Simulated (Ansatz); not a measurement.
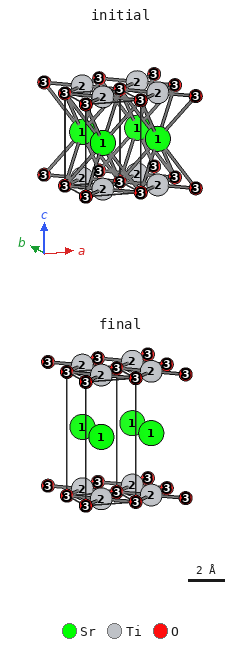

The structure of a crystal of SrTiO (a generated structure, set up in P4/mmm) (coarse preliminary run) before (top) and after (bottom) a relaxation, at one scale.

A ball-and-stick model of the cell of the calculation, repeated 2 × 2 × 1 with one cell outlined, seen slightly off an axis.

The calculation used DFT PBE, scalar-relativistic, plane waves, PAW (Ansatz). Settings: plane-wave cutoff 420 eV; k-point mesh 6 × 6 × 4; occupations gaussian; smearing width 0.1 eV; collinear spin; cell and atoms relaxed; force threshold 0.04 eV/Å; at most 70 steps.

### Describe what moved and what it gained.

No atom moves by more than 0.005 Å relative to the cell. The drawn cell changes as follows: a = b 3.269 → 2.970 Å (−9.2 %), c 5.239 → 7.026 Å (+34.1 %); the volume changes by +10.7 %. Some distances before and after: Sr1–Ti2 2.620 → 3.513 Å, Sr1–O3 3.494 → 4.093 Å, Sr1–Sr1 3.269 → 2.970 Å, Ti2–Ti2 3.269 → 2.970 Å. The space group stays P4/mmm (No. 123). After 9 accepted moves (11 points after the start) the energy has fallen by 1.887 eV per cell of the calculation. All forces vanish by symmetry, so only the cell relaxes. The pressure goes from −0.17 to 0.09 GPa. At 2 points the geometry stayed and the basis and grid were re-selected for the new cell (energy shift of 0.126 eV per cell of the calculation at most each time). The program noted that the starting moments weren't kept. The run may lie on a higher electronic state than the lowest, so the end point isn't shown to be the ground-state structure. The run took 92 s on 1 thread of Arm Neoverse V2 (shared host), peak memory 0.36 GiB.
